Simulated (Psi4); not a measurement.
**Run report: GaHCl2O (charge +1), energy and gradient calculation (part 2 of 2)**

GaHCl2O, charge +1, multiplicity 2; B3LYP/6-31G*, UKS (Psi4 1.11). The geometry is that of the parent species in another charge or spin state. The geometry comes from this level: PBE0-D4/def2-TZVP.

Geometry of the input (Å):
```
O  0.2545  1.3546  0.2459
Ga 0.1185  -0.3945  0.0568
Cl 1.5000  -1.6349  1.0577
Cl -1.4079  -1.2363  -1.1558
H  -0.4152  1.8374  -0.2460
```

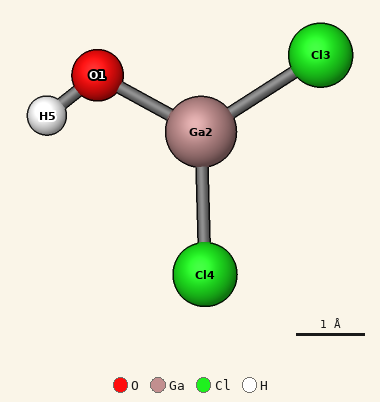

*The structure (ball-and-stick view, seen on its broad side; atoms are numbered from 1 in the order of the input). Sticks mark near contacts.*

Log, continued:
```
    Nuclear Repulsion Energy =            438.6842562152807545
    One-Electron Energy =               -4914.8041107669969279
    Two-Electron Energy =                1668.4848228760006350
    DFT Exchange-Correlation Energy =    -112.9233588859634665
    Empirical Dispersion Energy =           0.0000000000000000
    VV10 Nonlocal Energy =                  0.0000000000000000
    Total Energy =                      -2920.5583905616790616

  UHF NO Occupations:
  HONO-2 :   35  A 1.9991183
  HONO-1 :   36  A 1.9974213
  HONO-0 :   37  A 1.0000000
  LUNO+0 :   38  A 0.0025787
  LUNO+1 :   39  A 0.0008817
  LUNO+2 :   40  A 0.0001106
  LUNO+3 :   41  A 0.0001032

Computation Completed

Properties will be evaluated at   0.000000,   0.000000,   0.000000 [a0]

Properties computed using the SCF density matrix

 Multipole Moments:

 ------------------------------------------------------------------------------------
     Multipole            Electronic (a.u.)      Nuclear  (a.u.)        Total (a.u.)
 ------------------------------------------------------------------------------------

 L = 1.  Multiply by 2.5417464519 to convert [e a0] to [Debye]
 Dipole X            :          0.1325532           -0.5305625           -0.3980093
 Dipole Y            :         -1.4553368            1.9761843            0.5208475
 Dipole Z            :          0.0111113           -0.3124848           -0.3013735
 Magnitude           :                                                    0.7214704

 ------------------------------------------------------------------------------------

	total time  =         49 seconds =       0.82 minutes

         ------------------------------------------------------------
                                   SCF GRAD
         ------------------------------------------------------------

  ==> Geometry <==

    Molecular point group: c1
    Full point group: C1

    Geometry (in Angstrom), charge = 1, multiplicity = 2:

       Center              X                  Y                   Z               Mass
    ------------   -----------------  -----------------  -----------------  -----------------
         O            0.158003221855     2.022322320102     0.219147839950    15.994914619570
         GA           0.022003221855     0.273222320102     0.030047839950    68.925573500000
         CL           1.403503221855    -0.967177679898     1.030947839950    34.968852682000
         CL          -1.504396778145    -0.568577679898    -1.182552160050    34.968852682000
         H           -0.511696778145     2.505122320102    -0.272752160050     1.007825032230

  Nuclear repulsion =  438.684256215280755

  ==> Basis Set <==

  Basis Set: 6-31G*
    Blend: 6-31G*
    Number of shells: 36
    Number of basis functions: 90
    Number of Cartesian functions: 90
    Spherical Harmonics?: false
    Max angular momentum: 2

  ==> DirectJKGrad: Integral-Direct SCF Gradients <==

    Gradient:                    1
    J tasked:                  Yes
    K tasked:                  Yes
    wK tasked:                  No
    Integrals threads:           1
    Schwarz Cutoff:          1E-12

  ==> DFT Potential <==

   => LibXC <=

    Version 7.1.2

   => Composite Functional: B3LYP <=

    B3LYP Hyb-GGA Exchange-Correlation Functional

    Deriv               =              1
    GGA                 =           TRUE
    Meta                =          FALSE

    Exchange Hybrid     =           TRUE
    MP2 Hybrid          =          FALSE

   => Exchange Functionals <=

    0.0800   Slater exchange
    0.7200         Becke 88

   => Exact (HF) Exchange <=

    0.2000               HF

   => Correlation Functionals <=

    0.1900   Vosko, Wilk & Nusair (VWN5_RPA)
    0.8100   Lee, Yang & Parr

   => LibXC Density Thresholds  <==

    XC_HYB_GGA_XC_B3LYP:  1.00E-15

   => Molecular Quadrature <=

    Radial Scheme          =       TREUTLER
    Pruning Scheme         =           NONE
    Nuclear Scheme         =       TREUTLER

    Blocking Scheme        =         OCTREE
    BS radius alpha        =              1
    Pruning alpha          =              1
    Radial Points          =             99
    Spherical Points       =            590
    Total Points           =         278679
    Total Blocks           =           2126
    Max Points             =            256
    Max Functions          =             87
    Weights Tolerance      =       1.00E-15

  -Total Gradient:
     Atom            X                  Y                   Z
    ------   -----------------  -----------------  -----------------
       1       -0.009003312230    -0.006975493013    -0.012790191432
       2        0.000272291163     0.007507058853     0.002245465738
       3       -0.007951131912     0.008535248689    -0.004881845587
       4        0.007199268854     0.006511268430     0.004577653849
       5        0.009485019204    -0.015581183746     0.010851021892

	total time  =         14 seconds =       0.23 minutes

Properties will be evaluated at   0.000000,   0.000000,   0.000000 [a0]

Properties computed using the B3LYP density matrix

  Mulliken Charges: (a.u.)
   Center  Symbol    Alpha    Beta     Spin     Total
       1     O     4.44633  4.09237  0.35396 -0.53870
       2    GA    15.18765 15.26510 -0.07745  0.54725
       3    CL     8.55458  8.18166  0.37292  0.26375
       4    CL     8.56219  8.20219  0.35999  0.23562
       5     H     0.24925  0.25867 -0.00942  0.49208

   Total alpha = 37.00000, Total beta = 36.00000, Total charge =  1.00000

  Mayer Bond Indices:

  Total Bond Index:
  Irrep: 1 Size: 5 x 5

                 1                   2                   3                   4                   5

    1     0.00000000000000     1.00024443241055     0.19570421776920     0.20417524278548     0.70376249520213
    2     1.00024443241055     0.00000000000000     1.21717789696126     1.18932747779231     0.01697483311911
    3     0.19570421776920     1.21717789696126     0.00000000000000     0.23515734901950     0.00302882194285
    4     0.20417524278548     1.18932747779231     0.23515734901950     0.00000000000000     0.00059372592372
    5     0.70376249520213     0.01697483311911     0.00302882194285     0.00059372592372     0.00000000000000

  Alpha Contribution:
  Irrep: 1 Size: 5 x 5

                 1                   2                   3                   4                   5

    1     0.00000000000000     0.48105698570009     0.01146853633963     0.01625945236751     0.34787816000992
    2     0.48105698570009     0.00000000000000     0.59779899785465     0.58181484798225     0.00823062810278
    3     0.01146853633963     0.59779899785465     0.00000000000000     0.01530601763616     0.00150938587607
    4     0.01625945236751     0.58181484798225     0.01530601763616     0.00000000000000     0.00020235846328
    5     0.34787816000992     0.00823062810278     0.00150938587607     0.00020235846328     0.00000000000000

  Beta Contribution:
  Irrep: 1 Size: 5 x 5

                 1                   2                   3                   4                   5

    1     0.00000000000000     0.51918744671046     0.18423568142957     0.18791579041796     0.35588433519221
    2     0.51918744671046     0.00000000000000     0.61937889910661     0.60751262981006     0.00874420501633
    3     0.18423568142957     0.61937889910661     0.00000000000000     0.21985133138334     0.00151943606678
    4     0.18791579041796     0.60751262981006     0.21985133138334     0.00000000000000     0.00039136746044
    5     0.35588433519221     0.00874420501633     0.00151943606678     0.00039136746044     0.00000000000000

  Atomic Valences:

 #  #
 Irrep: 1
      1:    2.103886388167353
      2:    3.423724640283216
      3:    1.651068285692801
      4:    1.629253795521003
      5:    0.724359876187810

  Wiberg Bond Indices using Orthogonal Lowdin Orbitals:

  Total Bond Index:
  Irrep: 1 Size: 5 x 5

                 1                   2                   3                   4                   5

    1     0.00000000000000     1.17752890563009     0.20981822755848     0.22855053987797     0.81153879153391
    2     1.17752890563009     0.00000000000000     1.36051195869028     1.33801547102343     0.02774427637466
    3     0.20981822755848     1.36051195869028     0.00000000000000     0.25999660814724     0.00384827104657
    4     0.22855053987797     1.33801547102343     0.25999660814724     0.00000000000000     0.00109899455146
    5     0.81153879153391     0.02774427637466     0.00384827104657     0.00109899455146     0.00000000000000

  Alpha Contribution:
  Irrep: 1 Size: 5 x 5

                 1                   2                   3                   4                   5

    1     0.00000000000000     0.57630043575722     0.02080898698947     0.02878161964496     0.40367466393921
    2     0.57630043575722     0.00000000000000     0.67304606305002     0.66032854558187     0.01338680168339
    3     0.02080898698947     0.67304606305002     0.00000000000000     0.03068138015841     0.00186862425820
    4     0.02878161964496     0.66032854558187     0.03068138015841     0.00000000000000     0.00050987261258
    5     0.40367466393921     0.01338680168339     0.00186862425820     0.00050987261258     0.00000000000000

  Beta Contribution:
  Irrep: 1 Size: 5 x 5

                 1                   2                   3                   4                   5

    1     0.00000000000000     0.60122846987287     0.18900924056901     0.19976892023301     0.40786412759470
    2     0.60122846987287     0.00000000000000     0.68746589564026     0.67768692544156     0.01435747469127
    3     0.18900924056901     0.68746589564026     0.00000000000000     0.22931522798883     0.00197964678838
    4     0.19976892023301     0.67768692544156     0.22931522798883     0.00000000000000     0.00058912193889
    5     0.40786412759470     0.01435747469127     0.00197964678838     0.00058912193889     0.00000000000000

  Atomic Valences:

 #  #
 Irrep: 1
      1:    2.427436464600449
      2:    3.903800611718464
      3:    1.834175065442577
      4:    1.827661613600108
      5:    0.844230333506603
```

Standard output:
```
gradient / Eh bohr^-1
[[-0.009003 -0.006975 -0.01279 ]
 [ 0.000272  0.007507  0.002245]
 [-0.007951  0.008535 -0.004882]
 [ 0.007199  0.006511  0.004578]
 [ 0.009485 -0.015581  0.010851]]
energy = -2920.5583905617 Eh
CURRENT ENERGY                                  -2920.5583905617
CURRENT REFERENCE ENERGY                        -2920.5583905617
DD SOLVATION ENERGY                                 0.0000000000
DFT FUNCTIONAL TOTAL ENERGY                     -2920.5583905617
DFT TOTAL ENERGY                                -2920.5583905617
DFT VV10 ENERGY                                     0.0000000000
DFT XC ENERGY                                    -112.9233588860
GRID ELECTRONS ALPHA                               37.0000010776
GRID ELECTRONS BETA                                36.0000010280
GRID ELECTRONS TOTAL                               73.0000021055
NUCLEAR REPULSION ENERGY                          438.6842562153
ONE-ELECTRON ENERGY                             -4914.8041107670
PCM POLARIZATION ENERGY                             0.0000000000
PE ENERGY                                           0.0000000000
SCF ITERATION ENERGY                            -2920.5583905617
SCF ITERATIONS                                     32.0000000000
SCF TOTAL ENERGY                                -2920.5583905617
TWO-ELECTRON ENERGY                              1668.4848228760
XC GRID RADIAL POINTS                              99.0000000000
XC GRID SPHERICAL POINTS                          590.0000000000
XC GRID TOTAL POINTS                           278679.0000000000
```

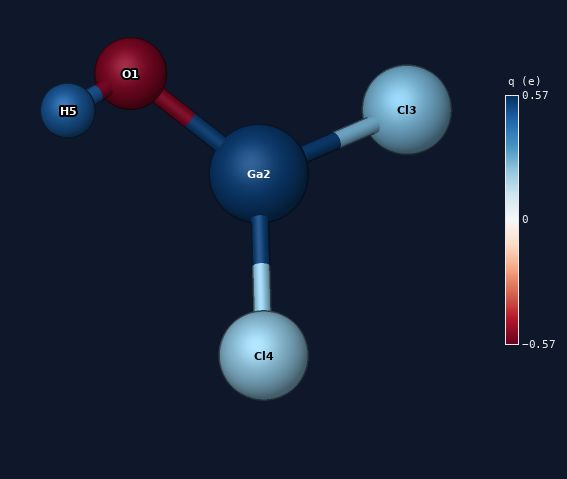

*Mulliken charges, as the colour of each atom (ball-and-stick view, seen at a tilt; atoms are numbered from 1 in the order of the input).*

By element: O −0.54, Ga +0.55, Cl +0.24 to +0.26 and H +0.49 e.

Summary:

| quantity | value |
| --- | --- |
| outcome | converged |
| total energy | −2920.558391 hartree |
| basis functions | 90 |
| largest force | 1.091 eV/Å |
| ⟨S²⟩ | 0.758 |
| wall time | 64 s |
| peak memory | 0.86 GiB |
